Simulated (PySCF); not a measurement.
**NbO₂: doublet, from a side-on start**

Where does doublet NbO₂ go from a side-on start, is the end point a minimum, and what are its modes, charges and moments?

Method: PBE0, basis Nb def2-TZVP with ECP28, O def2-TZVP, scalar-relativistic core potentials, no spin–orbit coupling, density fitting; program: PySCF 2.14.0.

## 1. Starting geometry

3 atoms, charge 0, spin multiplicity 2.

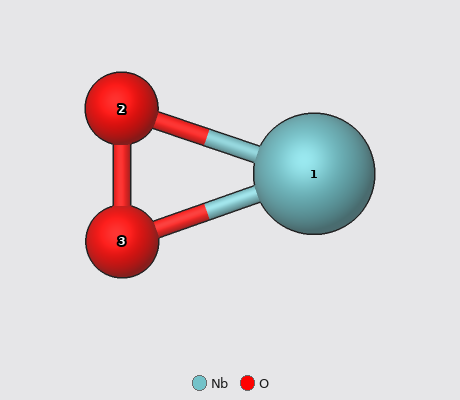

As it starts; niobium teal, oxygen red; atoms are numbered from 1 in the order of the file.

Coordinates in bohr (charge 0 multiplicity 2):
```
Nb    0.0000    0.0000    0.0000
O     1.3228    0.0000    3.8255
O    -1.3228    0.0000    3.8255
```

## 2. First SCF at the start

One driver script runs all steps and calls PySCF; scf.py shows how it sets up the SCF of each step. The optimiser is the driver's own. After this first run the driver tries any further starts and a stability analysis.

Input file scf.py:

```python
from pyscf import gto, scf, dft
mol = gto.M(atom='''
Nb     0.000000     0.000000     0.000000
O      0.700000     0.000000     2.024392
O     -0.700000     0.000000     2.024392''',
    basis={'Nb': 'def2-TZVP', 'O': 'def2-TZVP'},
    ecp={'Nb': 'def2-TZVP'},
    charge=0, spin=1)
mf = dft.UKS(mol, xc='PBE0')
mf.grids.atom_grid = (50, 194)
aux = {'Nb': 'def2-universal-JKFIT', 'O': 'def2-universal-JKFIT'}
mf = mf.density_fit(auxbasis=aux)
mf.conv_tol = 1e-08
mf.diis_space = 10
mf.max_cycle = 60
mf.init_guess = 'minao'
mf.verbose = 4
mf.kernel()
```

On the command line:

```console
$ OMP_NUM_THREADS=2 python axn.py task.json out
```

Standard output:

```text
[... the frontier levels of the middle cycles are left out ...]
init E= -201.044532342489
[... the frontier-level lines of each cycle are left out ...]
cycle= 1 E= -203.184182152235  delta_E= -2.14  |g|= 2.88  |ddm|= 3.31
cycle= 2 E= -191.87075317429  delta_E= 11.3  |g|= 5.09  |ddm|= 4.08
cycle= 3 E= -205.800394728833  delta_E= -13.9  |g|= 1.17  |ddm|= 3.64
cycle= 4 E= -205.635381703312  delta_E= 0.165  |g|= 1.77  |ddm|= 2.66
cycle= 5 E= -206.330166471405  delta_E= -0.695  |g|= 1.28  |ddm|= 0.32
cycle= 6 E= -206.990186299522  delta_E= -0.66  |g|= 0.44  |ddm|= 0.528
cycle= 7 E= -207.07782187685  delta_E= -0.0876  |g|= 0.19  |ddm|= 0.365
cycle= 8 E= -207.102022219987  delta_E= -0.0242  |g|= 0.0374  |ddm|= 0.21
cycle= 9 E= -207.108627541847  delta_E= -0.00661  |g|= 0.0417  |ddm|= 0.182
cycle= 10 E= -207.112321327547  delta_E= -0.00369  |g|= 0.0374  |ddm|= 0.0943
cycle= 11 E= -207.116931185812  delta_E= -0.00461  |g|= 0.034  |ddm|= 0.134
cycle= 12 E= -207.123758025837  delta_E= -0.00683  |g|= 0.0245  |ddm|= 0.357
cycle= 13 E= -207.124002206646  delta_E= -0.000244  |g|= 0.0178  |ddm|= 0.0227
cycle= 14 E= -207.12442932499  delta_E= -0.000427  |g|= 0.00678  |ddm|= 0.0841
[... 2 cycles left out ...]
cycle= 17 E= -207.124642878523  delta_E= -9.9e-05  |g|= 0.00297  |ddm|= 0.0433
cycle= 18 E= -207.124711187525  delta_E= -6.83e-05  |g|= 0.00242  |ddm|= 0.0214
cycle= 19 E= -207.124893209177  delta_E= -0.000182  |g|= 0.00459  |ddm|= 0.0909
cycle= 20 E= -207.124927827968  delta_E= -3.46e-05  |g|= 0.00373  |ddm|= 0.0279
cycle= 21 E= -207.124947587455  delta_E= -1.98e-05  |g|= 0.000808  |ddm|= 0.0117
cycle= 22 E= -207.124959784678  delta_E= -1.22e-05  |g|= 0.00145  |ddm|= 0.0182
cycle= 23 E= -207.124963639084  delta_E= -3.85e-06  |g|= 0.00113  |ddm|= 0.00611
cycle= 24 E= -207.124968502859  delta_E= -4.86e-06  |g|= 0.00108  |ddm|= 0.011
cycle= 25 E= -207.124970183969  delta_E= -1.68e-06  |g|= 0.000212  |ddm|= 0.0048
cycle= 26 E= -207.124970776303  delta_E= -5.92e-07  |g|= 0.000499  |ddm|= 0.00496
cycle= 27 E= -207.124971202769  delta_E= -4.26e-07  |g|= 9.27e-05  |ddm|= 0.00214
cycle= 28 E= -207.124971414344  delta_E= -2.12e-07  |g|= 9.83e-05  |ddm|= 0.00354
cycle= 29 E= -207.124971435182  delta_E= -2.08e-08  |g|= 2.46e-05  |ddm|= 0.000703
cycle= 30 E= -207.124971436783  delta_E= -1.6e-09  |g|= 4.74e-05  |ddm|= 0.000195
Extra cycle  E= -207.124971417053  delta_E= 1.97e-08  |g|= 0.000206  |ddm|= 0.000166
converged SCF energy = -207.124971417053  <S^2> = 1.9149  2S+1 = 2.9427198
```

This step, with its further starts and checks, took 22 s on 2 threads of Arm Neoverse V1, shared host.

Energies from each starting density:

```tsv
start	energy (Eh)
the minimal-basis guess	-207.124971
a thermally smeared density	-207.119893
a smeared PBE density	-207.114294
```

This is not the lowest solution: one lies 21.3 kJ/mol lower, at -207.13309 Eh, and the relaxation starts from that.

## 3. Relaxation: side-on start, doublet

The program finds C2v symmetry in the start, which this walk keeps. Threshold on the gradient: 0.0003 Eh/bohr, with a further test on the energy change.

Changes to scf.py since step 2:

```diff
@@ -3,3 +3,3 @@
-Nb     0.000000     0.000000     0.000000
-O      0.700000     0.000000     2.024392
-O     -0.700000     0.000000     2.024392''',
+Nb     0.000000     0.000000    -0.518510
+O      0.700000     0.000000     1.505882
+O     -0.700000     0.000000     1.505882''',
@@ -16 +15,0 @@
-mf.init_guess = 'minao'
```

Steps of the walk:

```tsv
step	energy (Eh)	change (kJ/mol)	largest symmetric gradient (Eh/bohr)
0	-207.133091	0.00	0.10882
1	-207.160541	-72.07	0.07728
2	-207.171688	-101.34	0.01662
3	-207.172258	-102.83	0.00844
4	-207.172338	-103.04	0.00037
5	-207.172338	-103.04	0.00004
```

The walk took 17 s.

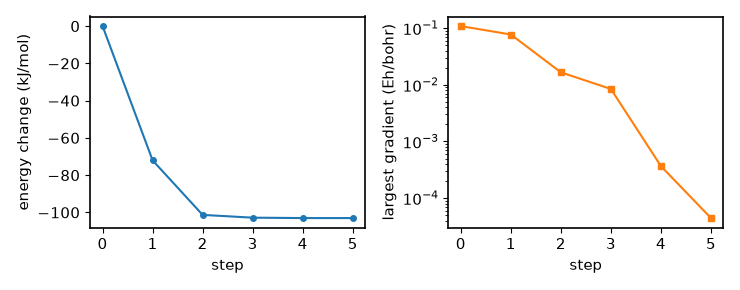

Energy and largest gradient along the walk.

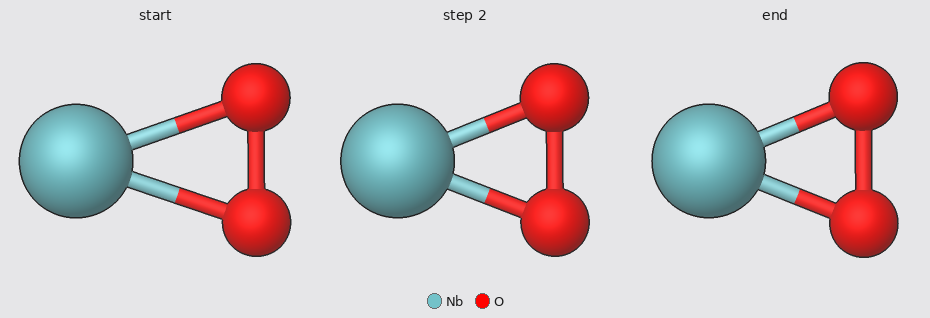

The geometry along the walk, at one scale.

After 5 steps and 103.0 kJ/mol it ends at C2v: Nb–O 1.880 Å (×2), O–O 1.423 Å; Nb–O–O 67.8° (×2), O–Nb–O 44.5°.

## 4. Is it a minimum? Harmonic modes

On the finer grid the gradient is checked again; gradients at displacements of ±0.02 bohr then give force constants and infrared intensities.

Changes to scf.py since step 3:

```diff
@@ -3,3 +3,3 @@
-Nb     0.000000     0.000000    -0.518510
-O      0.700000     0.000000     1.505882
-O     -0.700000     0.000000     1.505882''',
+Nb     0.000000     0.000000    -0.445643
+O      0.711422     0.000000     1.294328
+O     -0.711422     0.000000     1.294328''',
@@ -10 +10 @@
-mf.grids.atom_grid = (50, 194)
+mf.grids.atom_grid = (75, 302)
@@ -13 +13 @@
-mf.conv_tol = 1e-08
+mf.conv_tol = 1e-10
```

This SCF starts from the last density.

SCF at the final geometry:

```text
init E= -207.172325366783
[... the frontier-level lines of each cycle are left out ...]
cycle= 1 E= -207.172325366411  delta_E= 3.72e-10  |g|= 3.11e-05  |ddm|= 2.5e-05
cycle= 2 E= -207.172325362967  delta_E= 3.44e-09  |g|= 9.37e-05  |ddm|= 7.4e-05
cycle= 3 E= -207.17232536684  delta_E= -3.87e-09  |g|= 1.15e-06  |ddm|= 5.6e-05
cycle= 4 E= -207.172325366841  delta_E= -5.12e-13  |g|= 3.88e-07  |ddm|= 1.51e-06
Extra cycle  E= -207.172325366842  delta_E= -1.53e-12  |g|= 3.38e-07  |ddm|= 1.75e-06
converged SCF energy = -207.172325366842  <S^2> = 1.5248156  2S+1 = 2.6644441
```

The whole step took 43 s.

Geometry: C2v; Nb–O 1.880 Å (×2), O–O 1.423 Å; Nb–O–O 67.8° (×2), O–Nb–O 44.5°.

Modes, for the most abundant isotopes:

```csv
ω (cm⁻¹),IR (km/mol),μ (u)
498,0.0,16.64
665,69.4,19.81
1009,96.9,16.31
```

No imaginary mode, so this is a minimum.

Here the density breaks the symmetry of the frame, and no labels are given.

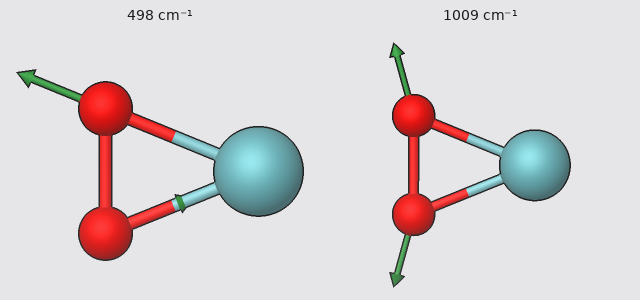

How the atoms move in 2 of the modes.

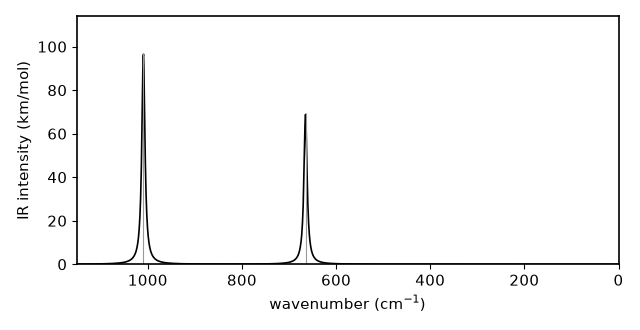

The harmonic infrared spectrum (widths in cm⁻¹). Lines are broadened to a width of 8 cm⁻¹ (Lorentzian).

Constants and moments:

| Quantity | Value |
| --- | --- |
| Dipole moment | 3.73 D |
| Highest occupied level | -5.44 eV |
| Lowest empty level | -2.52 eV |
| Rotational constants | 1.041, 0.234, 0.1911 cm⁻¹ |
| Zero-point energy | 13.0 kJ/mol |
| Principal polarisabilities | 76.2, 80.8, 85.4 bohr³ |
| Atomisation energy without zero-point energy | 828 kJ/mol |
| Principal traceless quadrupole moments about the centre of mass | -2.02, 0.16, 1.87 D Å |
| Entropy at 298.15 K and 1 bar (electronic part: spin only) | 270.2 J/(mol K) |
| Heat capacity Cp at 298.15 K | 43.8 J/(mol K) |
| Enthalpy at 298.15 K above 0 K | 10.94 kJ/mol |
| Rotational symmetry number | 2 |
| Spin squared ⟨S²⟩ | 1.525 |

Populations by atom (charges in e):

```csv
atom,Mulliken,Löwdin,polar tensor,spin (Mulliken),Mayer order to Nb1
Nb1,0.62,0.32,0.84,1.08,–
"O2,3",-0.31,-0.16,-0.42,-0.04,1.14
```

Outer orbital energies (eV). α occupied: -23.11, -13.21, -12.47, -12.41, -9.51, -7.74, -6.17, -5.52; empty: -2.52, -2.17, -2.03, -1.76. β occupied: -30.45, -23.15, -13.02, -12.57, -12.45, -9.47, -7.84, -5.44; empty: -2.25, -2.05, -1.81, -1.51.

Mulliken populations on Nb1 (outside its core potential): s 2.93, p 6.20, d 3.20, f 0.05.

## 5. Outcome

| quantity | value |
| --- | --- |
| minimum | broken-symmetry (Ms = 1/2), C2v |
| geometry | Nb–O 1.880 Å (×2), O–O 1.423 Å; Nb–O–O 67.8° (×2), O–Nb–O 44.5° |
| wavenumbers (cm⁻¹) | 498, 665, 1009 |
| dipole moment | 3.73 D |
| highest occupied, lowest empty level (either spin) | -5.44, -2.52 eV |
| polar-tensor charge of Nb1 | +0.84 e |
| zero-point energy | 13.0 kJ/mol |
| entropy at 298.15 K | 270.2 J/(mol K) |
| atomisation energy (no zero-point energy) | 828 kJ/mol |
| ⟨S²⟩ | 1.525 |

**Reading.** The molecule stays C2v, as typed, and the end point is a minimum. The determinant is spin-contaminated (⟨S²⟩ = 1.52 against 0.75), so it is no pure spin state. The strongest infrared band lies at 1009 cm⁻¹. The first SCF alone would have been 21 kJ/mol too high. Other starts or spin states, not run here, may lie lower. The SCF density has lower symmetry than the nuclear frame. One determinant may miss the lowest occupation of an open d or f shell.

The search up to here took 82 s.
